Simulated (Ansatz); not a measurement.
Cost and result by functional for the adsorption energy of CO on the 1x1 (0001) surface of hcp Ru, one in a 2x2 cell, started at the site 'hollow Ru-Ru-Ru over Ru at depth 2.1 Å', in Ansatz (plane waves, PAW). Single points on the PBE structure, on one kind of machine; costs are rough ratios of the slab run's core time (references not counted) to the cheapest single point. r2SCAN's cost holds its higher cutoff (500 against 420 eV). Differences are taken against r2SCAN for comparison alone: no measured value is at hand, so the table doesn't rank accuracy.

Slab: 18 atoms, 6.3 Å thick at the start under the adsorbate (thin: gaps and levels are the slab's own); k 6x6x1, smearing 0.1 eV, dipole-corrected; 8 atoms held, the rest relaxed; start symmetry kept, larger cells not searched; no spin, no spin-orbit, no U, no dispersion correction. At the end it is bonded to 3 Ru. In PBE it is, or lies within 0.03 eV of, the lowest of the starts that converged. These notes are the PBE run's. Adsorption energies are against CO(g). A negative adsorption energy means that the adsorbate is more stable on the surface than in its reference.

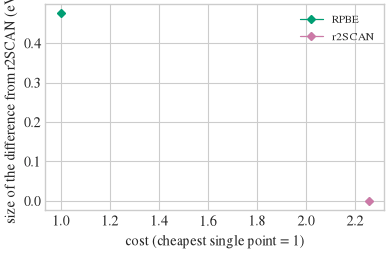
Fig. 1. Difference from r2SCAN against cost

| functional | relative cost | adsorption energy (eV) | less r2SCAN (eV) |
|---|---|---|---|
| RPBE | 1 | -1.49 | 0.48 |
| r2SCAN | 2 | -1.97 | 0.00 |
| PBE (the relaxed run's value) | – | -1.87 | 0.10 |

The values span 0.48 eV, while the single points' costs differ by a factor of roughly 2. Differences are of unrounded values.

Ansatz is a first-principles code.
